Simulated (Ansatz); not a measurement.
# C3H9FSi: molecular dynamics

The plan is to follow the molecule's vibrations and see whether its bonds hold. The start is relaxed first. Runs: 150 steps of 0.5 fs under a Nosé-Hoover thermostat at 100 K. SMILES of the start: C[Si](C)(C)F.

Method: RKS B3LYP-D4/STO-3G, in Ansatz 0.2.0.

1 further run of the same task is left out (for a known fault of the program).

**1. The starting structure**

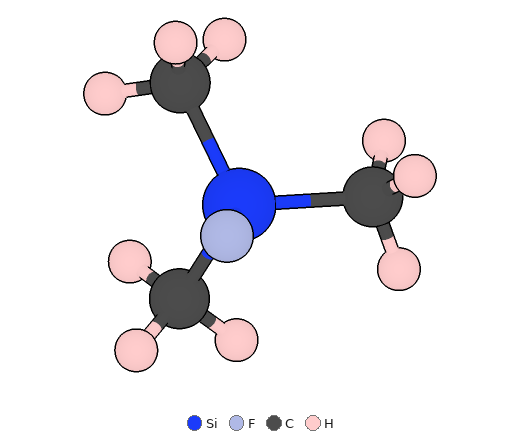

The starting structure, seen from a free direction (silicon blue, fluorine light blue, carbon dark grey, hydrogen pink).

As a file:

```xyz
14

Si    0.0000    0.0000    0.0000
F     0.0000    0.0000    1.5900
C     1.7634    0.0000   -0.6227
H     2.1111   -1.0463   -0.7509
H     1.8119    0.5276   -1.5981
H     2.4154    0.5187    0.1108
C    -0.8808    1.5259   -0.6227
H    -1.9334    1.2723   -0.8671
H    -0.8624    2.3106    0.1622
H    -0.3704    1.9025   -1.5336
C    -0.8808   -1.5259   -0.6227
H    -1.3804   -2.0377    0.2261
H    -1.6409   -1.2332   -1.3768
H    -0.1449   -2.2146   -1.0879
```

**2. Relaxing the start**

Contents of input.yaml:

```yaml
crystal:
  periodic: [false, false, false]
  atoms:
    - { symbol: Si, position_ang: [0.0, 0.0, 0.0] }
    - { symbol: F, position_ang: [0.0, 0.0, 1.59] }
    - { symbol: C, position_ang: [1.7634, 0.0, -0.6227] }
    - { symbol: H, position_ang: [2.1111, -1.0463, -0.7509] }
    - { symbol: H, position_ang: [1.8119, 0.5276, -1.5981] }
    - { symbol: H, position_ang: [2.4154, 0.5187, 0.1108] }
    - { symbol: C, position_ang: [-0.8808, 1.5259, -0.6227] }
    - { symbol: H, position_ang: [-1.9334, 1.2723, -0.8671] }
    - { symbol: H, position_ang: [-0.8624, 2.3106, 0.1622] }
    - { symbol: H, position_ang: [-0.3704, 1.9025, -1.5336] }
    - { symbol: C, position_ang: [-0.8808, -1.5259, -0.6227] }
    - { symbol: H, position_ang: [-1.3804, -2.0377, 0.2261] }
    - { symbol: H, position_ang: [-1.6409, -1.2332, -1.3768] }
    - { symbol: H, position_ang: [-0.1449, -2.2146, -1.0879] }
basis:
  gaussian: { orbitals: STO-3G }
hamiltonian:
  xc: b3lyp
  dispersion: d4
relax:
  f_tol: 0.02
  max_steps: 40
output:
  orbitals: {}
```

Started as:

```bash
ansatz run input.yaml --threads 1 --pin off --max-ram 2048MiB --backend cpu --events-out ev --progress --plain --runs-dir out
```

Output, cut to the lines that bear on the results:

```text
Warning: RAYON_NUM_THREADS=1 ignored (pool sized by the plan → 1); use --threads N
[...]
Functional definition: B3LYP
[...]
547 factors; integrals over basis functions are off by at most 1.1e-5 eV
[...]
mean field -13685.06535904 eV, -502.9168758741 hartree, gradient 8.3e-6 eV, S^2 0.000000; 0 other end points of the search recorded, 0 dependent functions left out
[...]
reference -13685.06556578 eV, -502.9168834719 hartree; 25, 25 occupied and 13, 13 virtual orbitals, 547 factors
relax step   1: F+E_penalty+E_count = -13685.50727244 eV  Δ(F+E_penalty+E_count) = +0.000e0 eV  max|allowed force component| = 2.025e0 eV/Å  Δτ_max = 0.0000 Å  (20 SCF iters, accepted)
[...]
relax step   3: F+E_penalty+E_count = -13685.66085051 eV  Δ(F+E_penalty+E_count) = -2.374e-2 eV  max|allowed force component| = 3.559e-1 eV/Å  Δτ_max = 0.0414 Å  (24 SCF iters, accepted)
[...]
relax step   5: F+E_penalty+E_count = -13685.66511652 eV  Δ(F+E_penalty+E_count) = +1.666e-2 eV  max|allowed force component| = 6.300e-1 eV/Å  Δτ_max = 0.1919 Å  (22 SCF iters, rejected (line search))
[...]
relax step   7: F+E_penalty+E_count = -13685.69910837 eV  Δ(F+E_penalty+E_count) = -6.757e-3 eV  max|allowed force component| = 1.533e-1 eV/Å  Δτ_max = 0.0969 Å  (22 SCF iters, accepted)
[...]
relax step   8: F+E_penalty+E_count = -13685.70459318 eV  Δ(F+E_penalty+E_count) = -5.485e-3 eV  max|allowed force component| = 2.140e-1 eV/Å  Δτ_max = 0.0945 Å  (21 SCF iters, accepted)
[...]
relax step   9: F+E_penalty+E_count = -13685.71722262 eV  Δ(F+E_penalty+E_count) = -1.263e-2 eV  max|allowed force component| = 1.373e-1 eV/Å  Δτ_max = 0.1555 Å  (21 SCF iters, accepted)
[...]
547 factors; integrals over basis functions are off by at most 3.7e-5 eV
mean field -13685.27849413 eV, -502.9247084445 hartree, gradient 6.5e-6 eV, S^2 0.000000; 0 other end points of the search recorded, 0 dependent functions left out
[...]
reference -13685.27870393 eV, -502.9247161543 hartree; 25, 25 occupied and 13, 13 virtual orbitals, 547 factors
```

**3. More of the same log: start relaxed**

The log, continued, cut to the lines that bear on the results:

```text
relax step  10: F+E_penalty+E_count = -13685.71603435 eV  Δ(F+E_penalty+E_count) = +1.188e-3 eV  max|allowed force component| = 4.183e-1 eV/Å  Δτ_max = 0.0980 Å  (22 SCF iters, rejected (line search))
[...]
relax step  15: F+E_penalty+E_count = -13685.72502796 eV  Δ(F+E_penalty+E_count) = -4.934e-4 eV  max|allowed force component| = 7.085e-2 eV/Å  Δτ_max = 0.0720 Å  (22 SCF iters, accepted)
[...]
relax step  16: F+E_penalty+E_count = -13685.72526100 eV  Δ(F+E_penalty+E_count) = -2.330e-4 eV  max|allowed force component| = 1.894e-2 eV/Å  Δτ_max = 0.0126 Å  (18 SCF iters, accepted)
550 factors; integrals over basis functions are off by at most 2.8e-5 eV
[...]
mean field -13685.28836062 eV, -502.9250710311 hartree, gradient 1.2e-5 eV, S^2 0.000000; 1 other end points of the search recorded, 0 dependent functions left out
[...]
Atom 4 at     1.781859     0.143953    -1.735306 Å, force     0.000977     0.000462     0.001786 eV/Å
Atom 5 at     2.307527     0.909939    -0.228026 Å, force    -0.000336    -0.001265    -0.000278 eV/Å
Atom 6 at    -0.915859     1.524312    -0.449543 Å, force    -0.003824     0.002317    -0.003498 eV/Å
Atom 7 at    -1.954776     1.497368    -0.097220 Å, force     0.007570     0.000960    -0.002456 eV/Å
Atom 8 at    -0.438885     2.411214    -0.013562 Å, force    -0.002869    -0.005986    -0.002923 eV/Å
Atom 9 at    -0.938566     1.661707    -1.538097 Å, force    -0.000839    -0.000053     0.008256 eV/Å
Atom 10 at    -0.861377    -1.534538    -0.759476 Å, force    -0.007087    -0.009049    -0.008398 eV/Å
Atom 11 at    -1.891587    -1.630019    -0.392955 Å, force     0.016500     0.000871    -0.007051 eV/Å
Atom 12 at    -0.905850    -1.438937    -1.852106 Å, force     0.000152    -0.003663     0.018942 eV/Å
Atom 13 at    -0.337493    -2.471296    -0.529790 Å, force    -0.009237     0.014811    -0.003031 eV/Å
Dipole moment:    -0.002465     0.014460    -0.143133 e Å
```

Run time: 44 s. Hardware: 1 thread of Arm Neoverse V2, shared host; peak memory 0.13 GiB.

Relaxation path:

```tsv
step	energy from step 1 (eV)	largest force component (eV/Å)
1	0.0000	2.0254
2	-0.1298	1.0612
3	-0.1536	0.3559
4	-0.1745	0.1966
5x	-0.1578	0.6300
6	-0.1851	0.1241
7	-0.1918	0.1533
8	-0.1973	0.2140
9	-0.2100	0.1373
10x	-0.2088	0.4183
11	-0.2125	0.0308
12	-0.2141	0.1921
13	-0.2162	0.0816
14	-0.2173	0.0042
15	-0.2178	0.0709
16	-0.2180	0.0189
```

Step 1 is the start. 2 steps were tried and not accepted (5, 10; marked x where the table lists them).

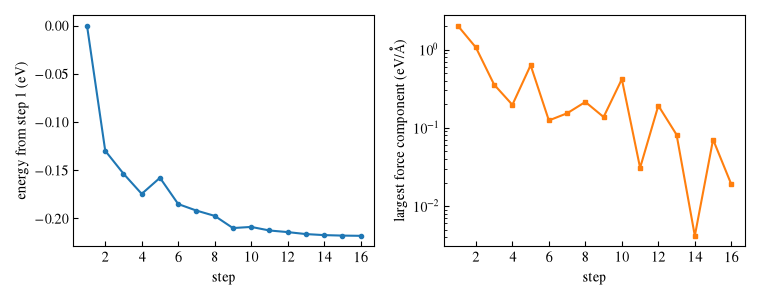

Energy and largest force along the relaxation.

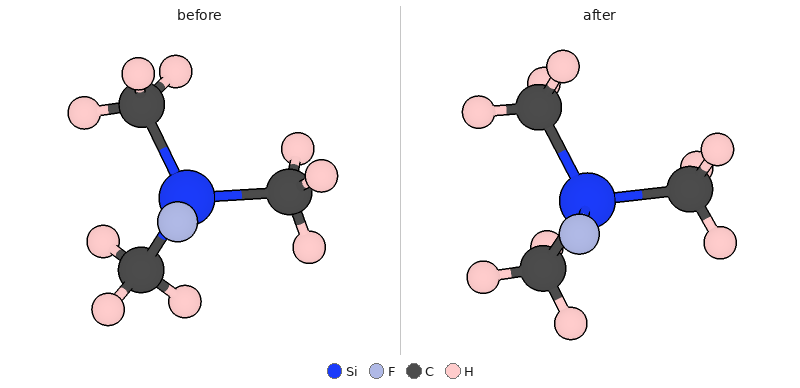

The structure before (left) and after (right), drawn at the same scale.

After: Bond lengths: Si1–F2 1.642 Å, Si1–C3 1.880 Å, C3–H4 1.097 Å, C3–H5 1.097 Å, C3–H6 1.097 Å, Si1–C7 1.880 Å, C7–H8 1.097 Å, C7–H9 1.097 Å, C7–H10 1.097 Å, Si1–C11 1.880 Å, C11–H12 1.098 Å, C11–H13 1.098 Å, C11–H14 1.098 Å. Angles (14 of 24 angles, heavy atoms first): F2–Si1–C3 109.2°, F2–Si1–C7 109.2°, F2–Si1–C11 109.2°, C3–Si1–C7 109.7°, C3–Si1–C11 109.7°, C7–Si1–C11 109.7°, Si1–C3–H4 111.6°, Si1–C3–H5 110.6°, Si1–C3–H6 111.6°, Si1–C7–H8 111.6°, Si1–C7–H9 111.6°, Si1–C7–H10 110.6°, Si1–C11–H12 111.6°, Si1–C11–H13 110.6°.

**4. The run**

150 steps of 0.5 fs under a Nosé-Hoover thermostat at 100 K, from the relaxed start.

Contents of input.yaml:

```yaml
crystal:
  periodic: [false, false, false]
  atoms:
    - { symbol: Si, position_ang: [0.008573, -0.050277, -0.000844] }
    - { symbol: F, position_ang: [0.035206, -0.215074, 1.632173] }
    - { symbol: C, position_ang: [1.77324, 0.045883, -0.642471] }
    - { symbol: H, position_ang: [2.345789, -0.854335, -0.386177] }
    - { symbol: H, position_ang: [1.781859, 0.143953, -1.735306] }
    - { symbol: H, position_ang: [2.307527, 0.909939, -0.228026] }
    - { symbol: C, position_ang: [-0.915859, 1.524312, -0.449543] }
    - { symbol: H, position_ang: [-1.954776, 1.497368, -0.09722] }
    - { symbol: H, position_ang: [-0.438885, 2.411214, -0.013562] }
    - { symbol: H, position_ang: [-0.938566, 1.661707, -1.538097] }
    - { symbol: C, position_ang: [-0.861377, -1.534538, -0.759476] }
    - { symbol: H, position_ang: [-1.891587, -1.630019, -0.392955] }
    - { symbol: H, position_ang: [-0.90585, -1.438937, -1.852106] }
    - { symbol: H, position_ang: [-0.337493, -2.471296, -0.52979] }
basis:
  gaussian: { orbitals: STO-3G }
hamiltonian:
  xc: b3lyp
  dispersion: d4
md:
  timestep: 0.5
  n_steps: 150
  ensemble: nvt_nose_hoover
  temperature: 100.0
  initial_velocities: maxwell_boltzmann
  seed: 456111
  nose_hoover: { tau: 100.0, chain_length: 3 }
```

Started as:

```bash
ansatz run input.yaml --threads 1 --pin off --max-ram 2048MiB --backend cpu --events-out ev --progress --plain --runs-dir out
```

Output, cut to the lines that bear on the results:

```text
Warning: RAYON_NUM_THREADS=1 ignored (pool sized by the plan → 1); use --threads N
[...]
[... 1 set-up line as earlier in the session ...]
[...]
545 factors; integrals over basis functions are off by at most 1.7e-5 eV
[...]
mean field -13685.28834913 eV, -502.9250706088 hartree, gradient 5.8e-6 eV, S^2 0.000000; 0 other end points of the search recorded, 0 dependent functions left out
[...]
reference -13685.28855881 eV, -502.9250783146 hartree; 25, 25 occupied and 13, 13 virtual orbitals, 545 factors
md step     0: t =     0.00 fs  T =   100.0 K  F+E_penalty+E_count = -13685.72524952 eV  E_kin = 0.155112 eV  conserved = -13685.57013752 eV  (21 SCF iters)
[...]
md step    18: t =     9.00 fs  T =    52.0 K  F+E_penalty+E_count = -13685.65040663 eV  E_kin = 0.080728 eV  conserved = -13685.56985234 eV  (19 SCF iters)
[...]
md step    36: t =    18.00 fs  T =    62.5 K  F+E_penalty+E_count = -13685.66541710 eV  E_kin = 0.096883 eV  conserved = -13685.56953183 eV  (18 SCF iters)
[...]
md step    54: t =    27.00 fs  T =    20.9 K  F+E_penalty+E_count = -13685.59932073 eV  E_kin = 0.032416 eV  conserved = -13685.56927109 eV  (19 SCF iters)
[...]
md step    72: t =    36.00 fs  T =    46.8 K  F+E_penalty+E_count = -13685.63795402 eV  E_kin = 0.072574 eV  conserved = -13685.56942798 eV  (18 SCF iters)
md step    73: t =    36.50 fs  T =    47.9 K  F+E_penalty+E_count = -13685.63957164 eV  E_kin = 0.074340 eV  conserved = -13685.56941538 eV  (19 SCF iters)
```

**5. The log goes on: dynamics from the start**

Output, continued, cut to the lines that bear on the results:

```text
md step    74: t =    37.00 fs  T =    50.8 K  F+E_penalty+E_count = -13685.64403247 eV  E_kin = 0.078873 eV  conserved = -13685.56948639 eV  (19 SCF iters)
[...]
md step    93: t =    46.50 fs  T =    39.0 K  F+E_penalty+E_count = -13685.62255336 eV  E_kin = 0.060453 eV  conserved = -13685.56950191 eV  (22 SCF iters)
[...]
md step   112: t =    56.00 fs  T =    71.2 K  F+E_penalty+E_count = -13685.66850082 eV  E_kin = 0.110383 eV  conserved = -13685.56963719 eV  (19 SCF iters)
[...]
md step   131: t =    65.50 fs  T =    56.0 K  F+E_penalty+E_count = -13685.63948407 eV  E_kin = 0.086901 eV  conserved = -13685.56961994 eV  (19 SCF iters)
[...]
md step   149: t =    74.50 fs  T =    55.2 K  F+E_penalty+E_count = -13685.63289471 eV  E_kin = 0.085603 eV  conserved = -13685.56933859 eV  (19 SCF iters)
[...]
Atom 4 at     1.804362     0.437344    -1.631384 Å, force     0.060067    -0.198502     0.535352 eV/Å
Atom 5 at     2.361516     0.667866     0.044677 Å, force    -0.020509     0.241787    -0.004061 eV/Å
Atom 6 at    -0.928962     1.550424    -0.478675 Å, force    -0.584956    -0.654079     0.752054 eV/Å
Atom 7 at    -1.962787     1.560831    -0.058282 Å, force     0.579026    -0.102135    -0.481120 eV/Å
Atom 8 at    -0.427516     2.419221    -0.056495 Å, force     0.288313     0.317963     0.008014 eV/Å
Atom 9 at    -0.973367     1.662021    -1.564641 Å, force    -0.119974     0.074826    -0.136781 eV/Å
Atom 10 at    -0.841694    -1.557733    -0.763724 Å, force    -0.142342    -0.128156     0.154358 eV/Å
Atom 11 at    -1.809612    -1.723025    -0.270909 Å, force    -0.026458    -0.138491    -0.135264 eV/Å
Atom 12 at    -1.029837    -1.418607    -1.836068 Å, force    -0.017917     0.051851     0.022882 eV/Å
Atom 13 at    -0.244766    -2.481982    -0.653866 Å, force    -0.111660     0.372552     0.071555 eV/Å
Dipole moment:    -0.041267     0.034097    -0.149121 e Å
```

Wall time 5.5 min (1 thread of Arm Neoverse V2, shared host); peak memory 0.1 GiB.

**6. The trajectory**

One step in 6; energies are changes from step 0:

```tsv
time (fs)	T (K)	potential energy change (meV/atom)	conserved energy change (meV/atom)
0.0	100	0.0	0.00
3.0	64	4.1	0.06
6.0	49	5.7	0.04
9.0	52	5.3	0.02
12.0	38	6.9	0.06
15.0	58	4.7	0.02
18.0	62	4.3	0.04
21.0	63	4.2	0.04
24.0	48	5.9	0.02
27.0	21	9.0	0.06
30.0	36	7.3	0.03
33.0	43	6.6	0.03
36.0	47	6.2	0.05
39.0	61	4.7	0.02
42.0	48	6.2	0.04
45.0	40	7.2	0.05
48.0	44	6.8	0.03
51.0	47	6.5	0.04
54.0	60	5.2	0.05
57.0	75	3.6	0.03
60.0	62	5.2	0.05
63.0	51	6.6	0.05
66.0	60	5.7	0.03
69.0	47	7.3	0.06
72.0	53	6.8	0.04
75.0	64	5.7	0.04
```

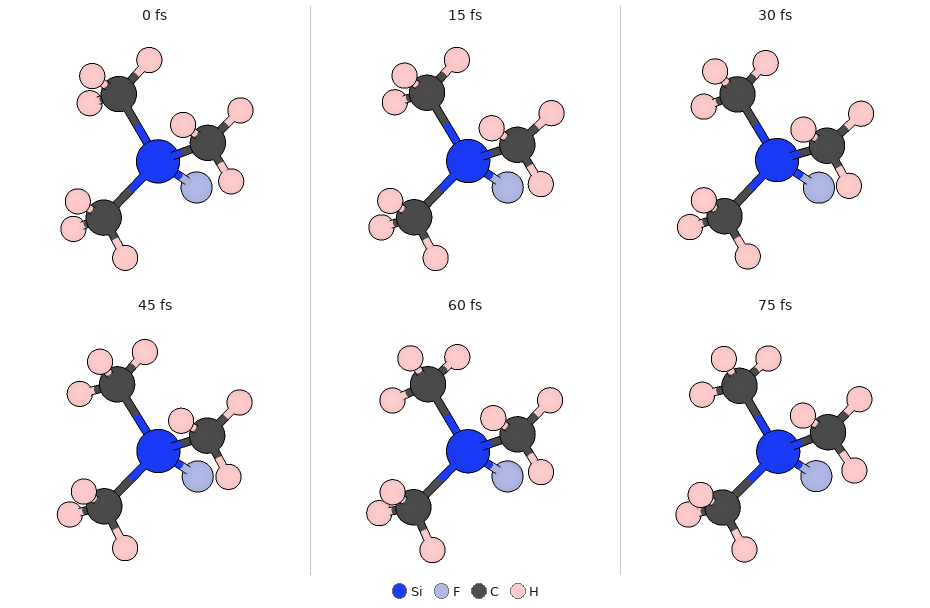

The system at six times, viewed from a chosen angle. Sticks join atoms within a bonding distance in each frame.

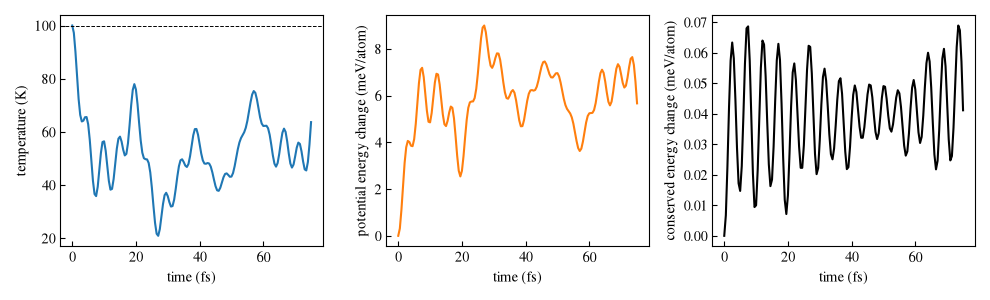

Traces against time; each panel has its own scale. The dashed line is the set temperature.

**7. Snapshots as a file**

Extended XYZ, with forces in eV/Å:

```xyz
14
time_fs=10.5 T=53 dE=0.0736
Si    0.013   -0.046    0.013    0.867   -0.483   -0.724
F     0.021   -0.196    1.626    0.041   -0.157    0.758
C     1.818    0.027   -0.651   -0.630    0.090    0.258
H     2.420   -0.885   -0.505   -0.366    0.081    0.142
H     1.746    0.194   -1.726    0.125    0.051   -0.343
H     2.387    0.869   -0.232   -0.118   -0.043    0.055
C    -0.935    1.496   -0.436    0.486    0.526   -0.477
H    -1.964    1.438   -0.090   -0.402   -0.019    0.123
H    -0.494    2.425   -0.030   -0.084   -0.332   -0.131
H    -0.955    1.581   -1.535   -0.081    0.153    0.198
C    -0.874   -1.520   -0.774   -0.036    0.068   -0.026
H    -1.899   -1.635   -0.383    0.212    0.043   -0.087
H    -0.945   -1.393   -1.868    0.008    0.004    0.249
H    -0.339   -2.461   -0.588   -0.021    0.019    0.008
14
time_fs=21.5 T=57 dE=0.0695
Si    0.043   -0.056    0.005   -0.590    0.358    0.048
F     0.009   -0.183    1.653    0.231   -0.082   -0.443
C     1.802    0.026   -0.664    0.080   -0.494    0.901
H     2.287   -0.955   -0.494    0.041    0.433   -0.105
H     1.827    0.230   -1.727   -0.122    0.063   -0.566
H     2.397    0.804   -0.166   -0.011   -0.122    0.021
C    -0.957    1.481   -0.444    0.954    0.629   -0.433
H    -1.970    1.387   -0.071   -0.547    0.050    0.314
H    -0.508    2.411   -0.027   -0.339   -0.522   -0.177
H    -1.036    1.625   -1.540    0.144   -0.146    0.391
C    -0.872   -1.499   -0.779   -0.323   -0.217   -0.271
H    -1.896   -1.615   -0.366    0.488    0.078   -0.142
H    -0.981   -1.320   -1.871    0.089   -0.148    0.526
H    -0.346   -2.458   -0.643   -0.095    0.121   -0.063
14
time_fs=32.0 T=34 dE=0.1054
Si    0.053   -0.056   -0.002   -1.073    0.328    0.749
F     0.010   -0.176    1.660    0.245   -0.056   -0.832
C     1.781    0.015   -0.656    0.980   -0.554    0.766
H     2.274   -0.966   -0.529   -0.163    0.234   -0.124
H     1.819    0.260   -1.712   -0.045    0.223   -0.455
H     2.399    0.730   -0.097   -0.052    0.143   -0.185
C    -0.966    1.472   -0.451    0.807    0.587    0.099
H    -1.964    1.379   -0.028   -0.462   -0.100   -0.029
H    -0.538    2.398   -0.007   -0.106   -0.437   -0.391
H    -1.052    1.614   -1.545    0.020   -0.048    0.430
C    -0.861   -1.488   -0.781   -0.557   -0.392   -0.370
H    -1.870   -1.579   -0.323    0.470   -0.072   -0.316
H    -1.002   -1.284   -1.867    0.017   -0.137    0.578
H    -0.357   -2.466   -0.698   -0.082    0.281    0.080
14
time_fs=43.0 T=48 dE=0.0873
Si    0.026   -0.046    0.012    0.503   -0.320   -0.521
F     0.025   -0.173    1.627    0.043   -0.195    0.736
C     1.809   -0.003   -0.635   -0.625    0.529   -0.265
H     2.306   -0.981   -0.626   -0.018    0.093    0.158
H     1.753    0.339   -1.676    0.141   -0.146   -0.137
H     2.421    0.744   -0.114    0.105   -0.200    0.195
C    -0.957    1.469   -0.438   -0.255    0.476   -0.588
H    -1.994    1.365   -0.075    0.280    0.203    0.124
H    -0.523    2.411   -0.068   -0.201   -0.193    0.086
H    -1.036    1.561   -1.534    0.105   -0.010    0.164
C    -0.861   -1.492   -0.785   -0.502   -0.539   -0.127
H    -1.864   -1.641   -0.330    0.469    0.034   -0.197
H    -1.031   -1.291   -1.865    0.193   -0.170    0.498
H    -0.306   -2.448   -0.685   -0.238    0.439   -0.126
14
time_fs=53.5 T=59 dE=0.0746
Si    0.012   -0.046    0.011    0.298    0.015   -0.583
F     0.043   -0.180    1.628    0.002   -0.164    0.621
C     1.802    0.014   -0.631   -0.257   -0.042   -0.258
H     2.270   -0.975   -0.604   -0.100   -0.276   -0.005
H     1.830    0.344   -1.685    0.001    0.043    0.329
H     2.465    0.659   -0.043   -0.189    0.279   -0.002
C    -0.954    1.490   -0.451   -0.579    0.042    0.273
H    -1.992    1.442   -0.048    0.555   -0.082   -0.430
H    -0.522    2.414   -0.056    0.214    0.087   -0.076
H    -0.995    1.557   -1.546   -0.175    0.195    0.060
C    -0.871   -1.510   -0.781    0.360   -0.648   -0.213
H    -1.863   -1.733   -0.340    0.393    0.180   -0.171
H    -1.000   -1.331   -1.868   -0.085   -0.007    0.440
H    -0.242   -2.424   -0.693   -0.439    0.377    0.015
14
time_fs=64.5 T=48 dE=0.0976
Si    0.006   -0.046   -0.011   -0.451    0.083    0.621
F     0.061   -0.197    1.657   -0.103    0.096   -1.071
C     1.772    0.021   -0.624   -0.130    0.515   -0.451
H     2.166   -0.990   -0.574    0.507   -0.277   -0.032
H     1.901    0.399   -1.662   -0.284   -0.265    0.545
H     2.357    0.673    0.032    0.272   -0.045    0.056
C    -0.947    1.526   -0.470   -0.880   -0.535    0.290
H    -2.000    1.495   -0.086    0.908    0.107   -0.114
H    -0.446    2.407   -0.075    0.029    0.374    0.281
H    -1.030    1.672   -1.551    0.153   -0.184   -0.206
C    -0.853   -1.540   -0.775   -0.071   -0.234    0.062
H    -1.838   -1.727   -0.320    0.169    0.030   -0.008
H    -1.032   -1.347   -1.845    0.112   -0.131    0.104
H    -0.259   -2.473   -0.682   -0.231    0.466   -0.076
14
time_fs=75.0 T=64 dE=0.0793
Si   -0.012   -0.045   -0.012    0.085   -0.190    0.534
F     0.073   -0.209    1.635   -0.302    0.088   -0.473
C     1.754    0.024   -0.600    0.412    0.771   -0.814
H     2.267   -0.935   -0.611   -0.099   -0.506   -0.034
H     1.804    0.437   -1.631    0.060   -0.199    0.535
H     2.361    0.668    0.045   -0.021    0.242   -0.004
C    -0.929    1.550   -0.479   -0.585   -0.654    0.752
H    -1.963    1.561   -0.058    0.579   -0.102   -0.481
H    -0.427    2.419   -0.057    0.288    0.318    0.008
H    -0.973    1.662   -1.565   -0.120    0.075   -0.137
C    -0.842   -1.558   -0.764   -0.142   -0.128    0.154
H    -1.810   -1.723   -0.271   -0.026   -0.139   -0.135
H    -1.030   -1.419   -1.836   -0.018    0.052    0.023
H    -0.245   -2.482   -0.654   -0.112    0.373    0.072
```

**8. Results**

| quantity | value |
| --- | --- |
| relaxation of the start | 13 moves, 0.218 eV lower |
| length | 150 steps of 0.5 fs |
| temperature, first and last step | 100 and 64 K |
| temperature, second half | mean 54 K, from 38 to 75 K |
| potential energy, second half | +6 meV/atom from the start |
| largest change of the conserved energy | 0.07 meV/atom |
| bonds formed or broken | 0 |

Against a set 100 K the second half averages 54 K with a spread of 9 K; 6 meV/atom has gone into potential energy, and a thermostat that acts over some 100 fs has not made it up in 75 fs. The conserved energy strays from its start by at most 0.07 meV/atom, 1.2 % of the mean kinetic energy, which is good for a step of 0.5 fs. The bonds all hold. Averages from a run of 75 fs with 14 atoms are rough. The nuclei move classically, without zero-point motion, which matters most for hydrogen. The basis is very small, so the numbers are rough.
